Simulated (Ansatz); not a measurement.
H₄OSi₂···H₂

```xyz
9

Si    0.3635   -0.2725   -1.2141
H     0.5978    0.1481    1.5041
H     1.1597    0.5684    1.2227
O    -0.8247    0.8682   -1.3782
Si   -2.3556    1.3616   -0.9831
H    -2.9056    0.4935    0.0843
H    -2.3012    2.7597   -0.5077
H    -3.2186    1.2809   -2.1809
H    -0.4136   -1.2749   -0.3427
```

Method: RKS BHLYP-D4/def2-SVP (Ansatz).

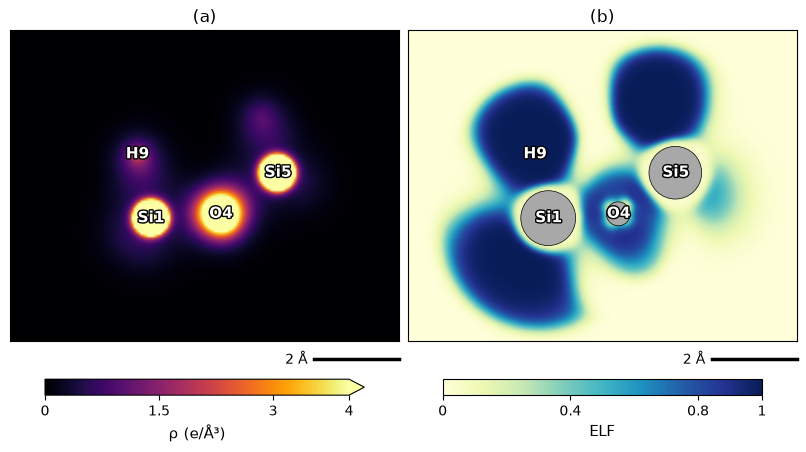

Figure 1. (a) total electron density; (b) ELF on the plane of atoms O4, Si1 and H9. Grey discs cover the atomic cores in the ELF map.

Question: Describe what can be read from this map.

Answer: Atoms in the plane: Si, O and H.
Si–O (1.66 Å): ρ is about 1 e/Å³ halfway; the ELF peaks at about 0.85 between the atoms; a polar covalent bond.
The ELF also peaks beside Si1 and O4, away from the bonds: lone-pair regions.

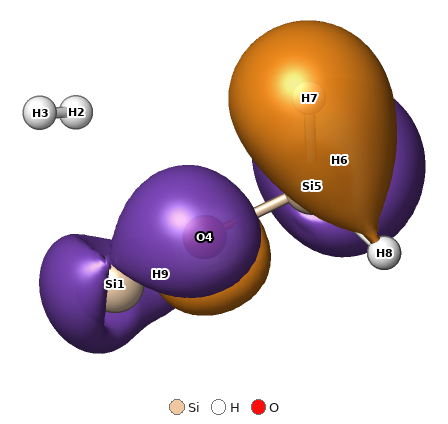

Figure 2. The HOMO−1 at ±0.08 Å⁻³ᐟ² (orange and purple are the two phases), seen at a tilt.

Question: What is the character of this orbital?

Answer: It lies mainly on O4 (about 25 %), Si5 (about 25 %), H6 (about 20 %), H7 (about 15 %) and Si1 (about 10 %). Its energy is −10.49 eV.
